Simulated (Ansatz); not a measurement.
**SiN₂H (quartet): trial inputs and their diagnosis at a displaced geometry (v2)**

4 inputs are run for SiN₂H (quartet) as typed; the log has to tell whether the result can be used and what must change.

Method: the settings change from run to run; program: Ansatz 0.2.0, Gaussian basis.

22 further runs of the same task are left out: 12 that didn't finish, 10 set aside as unsound or not needed. Runs told in other sessions of the task aren't counted.

## Step 1: The geometry

The geometry is a PBE0/def2-TZVP stationary point (not a proven minimum) with its atoms shifted at random (size 0.100 Å).

4 atoms, charge 0, spin multiplicity 4.

Atoms are counted from 1 here; the program's logs count them from 0.

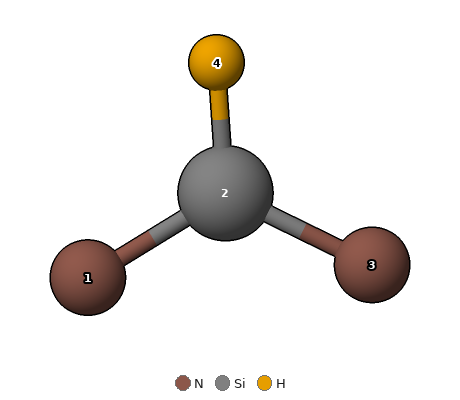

The structure; nitrogen brown, silicon grey, hydrogen amber; atoms are numbered from 1 in the order of the file.

Coordinates:

```tsv
atom	x (Å)	y (Å)	z (Å)
N1	0.10282	-0.42880	1.49200
Si2	-0.06205	0.37624	0.00467
N3	0.01457	-0.45285	-1.50242
H4	0.09768	1.76808	0.01471
```

## Step 2: Attempt 1

File in.yaml:

```yaml
crystal:
  periodic: [false, false, false]
  atoms:
    - {symbol: N, position_ang: [0.102823, -0.428801, 1.491997]}
    - {symbol: Si, position_ang: [-0.062051, 0.376241, 0.004673]}
    - {symbol: N, position_ang: [0.014569, -0.452851, -1.502425]}
    - {symbol: H, position_ang: [0.097678, 1.768084, 0.014707]}
basis:
  gaussian: {orbitals: cc-pVDZ}
magnetization: {spin_polarized: false, initial_magnetization: 4}
correlation: {method: mp2, electrons: all}
```

Run with:

```
> ansatz run in.yaml --threads 1 --pin off --events-out ev --progress --plain --max-ram 2393MiB
```

What it wrote:

```text
Error: a molecule whose nuclei and cores have a total charge of 29 cannot have a net charge of 0 together with 4 unpaired electrons
```

It took 0.03 s on 1 thread of AMD EPYC 7B13, shared host.

What is wrong: The run was refused. The number of unpaired electrons doesn't fit the electron count. To mend it, make charge and initial_magnetization agree.

## Step 3: Attempt 2

File in.yaml:

```yaml
crystal:
  periodic: [false, false, false]
  atoms:
    - {symbol: N, position_ang: [0.102823, -0.428801, 1.491997]}
    - {symbol: Si, position_ang: [-0.062051, 0.376241, 0.004673]}
    - {symbol: N, position_ang: [0.014569, -0.452851, -1.502425]}
    - {symbol: H, position_ang: [0.097678, 1.768084, 0.014707]}
basis:
  gaussian: {orbitals: 6-31G}
magnetization: {spin_polarized: false, initial_magnetization: 3}
correlation: {method: sc_nevpt2, electrons: valence, active_space: {window: {electrons: 5, orbitals: 5}, states: [{multiplicity: 4, irrep: E1u, weights: [1]}]}}
scf: {omitted_lower_state_checks: [cluster_reference]}
```

The command is unchanged.

What it wrote:

```text
Functional definition: HF
  name "HF"
  cite "Fock, Z. Phys. 61, 126 (1930) doi:10.1007/BF01340294"
  parent pbe
  exchange = exact_x
  correlation = 0
these checks for a lower state are left out or cut short: cluster_reference
759 factors; integrals over basis functions are off by at most 4.8e-8 eV
mean field evaluation 1: about -10829.5177 eV, gradient 2.1e1 eV
mean field evaluation 2: about -10829.5958 eV, gradient 2.1e1 eV
mean field evaluation 4: about -10832.7712 eV, gradient 4.9e0 eV
mean field evaluation 8: about -10833.0728 eV, gradient 2.5e0 eV
mean field evaluation 16: about -10833.4402 eV, gradient 3.5e-3 eV
mean field evaluation 32: about -10831.7307 eV, gradient 3.0e0 eV
mean field -10833.44016228 eV, -398.1215827945 hartree, gradient 1.9e-6 eV, S^2 3.750000; 6 other end points of the search recorded, 0 dependent functions left out
reference -10833.44016228 eV, -398.1215827945 hartree; 16, 13 occupied and 17, 20 virtual orbitals, 759 factors
Error: the irrep E1u is not accepted for these orbitals, which take A, or 1 to 1
```

Run time: 0.78 s. Hardware: 1 thread of AMD EPYC 7B13, shared host.

**Diagnosis.** The run stopped with an error. The symmetry label isn't among those of the (sub)group in which the program labels its orbitals. Fix: name an irrep that the log lists.

## Step 4: Attempt 3

File in.yaml:

```yaml
crystal:
  periodic: [false, false, false]
  atoms:
    - {symbol: N, position_ang: [0.102823, -0.428801, 1.491997]}
    - {symbol: Si, position_ang: [-0.062051, 0.376241, 0.004673]}
    - {symbol: N, position_ang: [0.014569, -0.452851, -1.502425]}
    - {symbol: H, position_ang: [0.097678, 1.768084, 0.014707]}
basis:
  gaussian: {orbitals: def2-SVP}
magnetization: {spin_polarized: false, initial_magnetization: 3}
correlation: {method: ccsd_t, frozen_orbitals: {"N": 20}}
```

Launched as before.

What it wrote:

```text
Functional definition: HF
  name "HF"
  cite "Fock, Z. Phys. 61, 126 (1930) doi:10.1007/BF01340294"
  parent pbe
  exchange = exact_x
  correlation = 0
Error: "frozen_orbitals" has no count for Si
```

Run time: 0.06 s. Hardware: 1 thread of AMD EPYC 7B13, shared host.

Diagnosis: The run was refused. The frozen-orbital counts are incomplete or too large. To mend it, leave frozen_orbitals out, or give each element a count that its core has.

## Step 5: Attempt 4

File in.yaml:

```yaml
crystal:
  periodic: [false, false, false]
  atoms:
    - {symbol: N, position_ang: [0.102823, -0.428801, 1.491997]}
    - {symbol: Si, position_ang: [-0.062051, 0.376241, 0.004673]}
    - {symbol: N, position_ang: [0.014569, -0.452851, -1.502425]}
    - {symbol: H, position_ang: [0.097678, 1.768084, 0.014707]}
basis:
  gaussian: {orbitals: cc-pVDZ}
magnetization: {spin_polarized: false, initial_magnetization: 3}
correlation: {method: ccsdtqp, electrons: outside_noble_gas}
output: {forces: true}
```

The command is unchanged.

What it wrote:

```text
Error: YAML parse error: error: line 11 column 23: unknown variant `ccsdtqp`, expected one of mp2, rpa, ccsd, ccsd_t, bccd, bccd_t, ccsdt, ccsdt_q, ccsdt_q_b, ccsdtq, fci, sc_nevpt2, fic_nevpt4_sd, fic_mrcisd_q, fic_mrcisd_q_relaxed
  --> <input>:11:23
   |
 9 |   gaussian: {orbitals: cc-pVDZ}
10 | magnetization: {spin_polarized: false, initial_magnetization: 3}
11 | correlation: {method: ccsdtqp, electrons: outside_noble_gas}
   |                       ^ unknown variant `ccsdtqp`, expected one of mp2, rpa, ccsd, ccsd_t, bccd, bccd_t, ccsdt, ccsdt_q, ccsdt_q_b, ccsdtq, fci, sc_nevpt2, fic_nevpt4_sd, fic_mrcisd_q, fic_mrcisd_q_relaxed
12 | output: {forces: true}
   |
```

Run time: 0.03 s. Hardware: 1 thread of AMD EPYC 7B13, shared host.

What is wrong: The run was refused. The method's name isn't one that the program knows. To mend it, name one from the list in the message.

## Step 6: Summary

```tsv
attempt	level	ended	cause	time
1	MP2 on ROHF/cc-pVDZ	refused	the number of unpaired electrons doesn't fit the electron count	0.03 s
2	NEVPT2(5,5)/6-31G	stopped by an error	the symmetry label isn't among those of the (sub)group in which the program labels its orbitals	0.78 s
3	CCSD(T) on ROHF/def2-SVP	refused	the frozen-orbital counts are incomplete or too large	0.06 s
4	'ccsdtqp'/cc-pVDZ	refused	the method's name isn't one that the program knows	0.03 s
```

3 refused, 1 stopped by an error.
